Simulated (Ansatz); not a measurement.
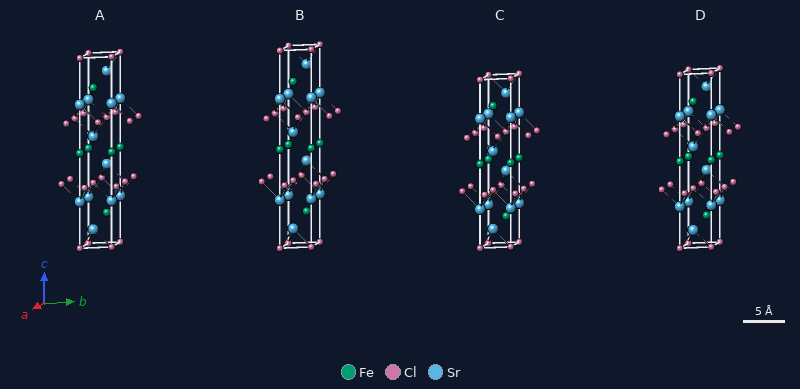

4 geometries from one relaxation of crystalline Sr₂FeCl (a generated structure, set up in R-3m), in shuffled order. Style: ball-and-stick. Shown: the conventional cell (3 times the calculation's cell), slightly off an axis. Lengths and directions refer to the drawn axes.

All numbers below come from DFT, PAW plane waves, PBE in Ansatz 0.2.0. (plane-wave cutoff 420 eV; k-point mesh 5 × 5 × 5; occupations fermi dirac; smearing width 0.1 eV; no spin polarisation; cell and atoms relaxed; at most 40 steps)

Q: Put them in the order of the run, from the start to the converged end.

A: C, D, A, B. They are steps 0, 1, 3, 10, at +425 meV per atom, +112 meV per atom, +9.2 meV per atom relative to the last. The energy falls by 425 meV per atom in 8 accepted moves (10 points after the start). Largest force component: 3 eV/Å at the start, 0.0049 eV/Å at the end. Pressure: 14.05 GPa at the start and −0.02 GPa at the end. The SCF was repeated twice at an unchanged geometry on a basis and grid sized afresh for the cell, which shifted the energy by 6.1 meV per atom at most. The largest moves relative to the cell, 0.33 Å, are those of Sr atoms. Fe and Cl stay in place. The volume changes by +22.9 %, with a = b 3.914 → 4.004 Å (+2.3 %), c 21.032 → 24.681 Å (+17.4 %). Near-neighbour distances that change, for instance: Sr–Sr 3.519 → 4.467 Å, Fe–Sr 2.631 → 3.000 Å, Cl–Sr 3.123 → 3.193 Å. The space group stays R-3m (No. 166).
